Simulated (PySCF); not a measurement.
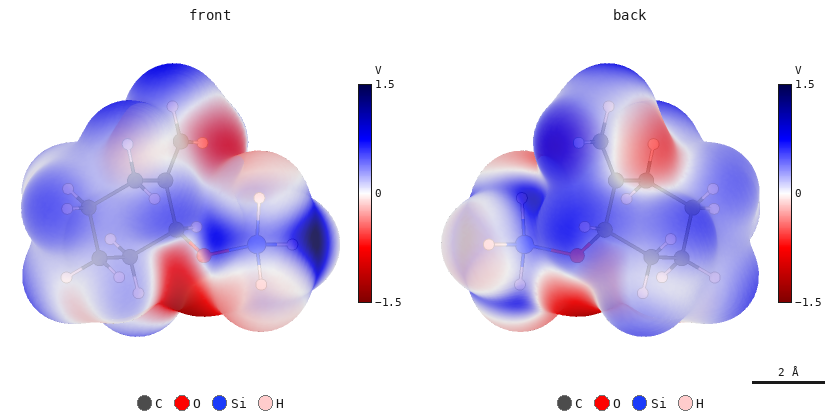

*C$_{7}$H$_{14}$OSi. The molecular electrostatic potential painted on the density surface at 0.002 e/bohr³, seen from the front and from behind; red is negative and blue positive.*

Geometry: GFN2-xTB.

Computed with PBE0/pcSseg-1, SCF density, gas phase, non-relativistic (PySCF).

```csv
atom,x (Å),y (Å),z (Å)
C,-0.1831,2.3639,0.0077
C,-0.1969,1.0436,0.0681
C,-0.8761,0.2598,1.1487
C,-1.8992,-0.6966,0.5304
C,-1.2161,-1.6084,-0.4829
C,-0.5475,-0.7837,-1.5782
C,0.4755,0.1839,-0.9719
O,1.5211,-0.5664,-0.4062
Si,2.8770,-0.0588,0.3084
H,-0.6708,2.9702,0.7528
H,0.3153,2.8928,-0.7877
H,-1.3576,0.9317,1.8612
H,-0.1225,-0.3278,1.6803
H,-2.3679,-1.2926,1.3159
H,-2.6805,-0.1158,0.0341
H,-1.9449,-2.2888,-0.9279
H,-0.4541,-2.2061,0.0205
H,-0.0369,-1.4394,-2.2856
H,-1.2953,-0.2008,-2.1202
H,0.8914,0.8230,-1.7647
H,3.7186,0.7025,-0.6205
H,2.6104,0.7945,1.4715
H,3.4353,-1.3536,0.6669
```

**Where is the surface potential most negative and most positive?**

The most negative region (about −1.2 V) lies over O8, the most positive (about +1.4 V) over Si9. O8 is the likeliest acceptor of a hydrogen bond.
